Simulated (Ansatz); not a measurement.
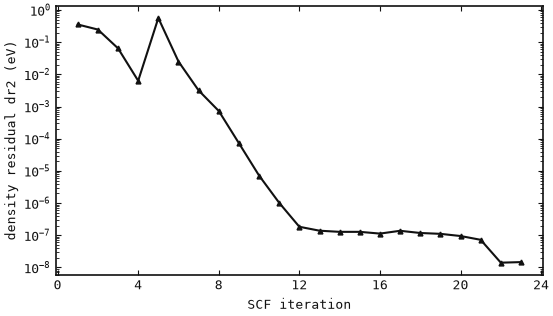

The plot shows the SCF iterations of a calculation: density residual dr2. dr2 is the charge part; the magnetisation has a residual of its own.

Program: Ansatz.

```
crystal:
  lattice:
    - [4.1341604871, 0.0, 0.0]
    - [0.0, 4.1341604871, 3.4300299089]
    - [0.0, 0.0, 6.8600598179]
  atoms:
    - { symbol: Pm, position: [0.0, 0.0, 1.0], spin: 4.0 }
    - { symbol: Sb, position: [0.5, 0.5, 0.0] }
    - { symbol: Pm, position: [0.0, 0.0, 0.5], spin: 4.0 }
    - { symbol: Sb, position: [0.5, 0.5, 0.5] }
basis:
  ecutwfc: 600
  ecutrho_ratio: 5
kpoints:
  mp_grid: { grid: [8, 8, 8] }
hamiltonian:
  xc: pbe
scf:
  occupations: { method: gaussian, width: 0.05 }
output:
  forces: true
  stress: true
  eigenvalues: true
  populations: true
magnetization:
  spin_polarized: true
```

Run as:
```bash
ansatz run input.yaml --threads 2 --pin off --max-ram 2662MiB --backend cpu --events-out ev --progress --plain --runs-dir out
```

Question: How did this run end?

Answer: It was still iterating, at step 23, when the time limit ended it. The residual comes down slowly and unevenly, and has reached only 1.5 × 10⁻⁸ when the run stops. From the first spectrum the program read the system as a metal and chose the Kerker preconditioner.
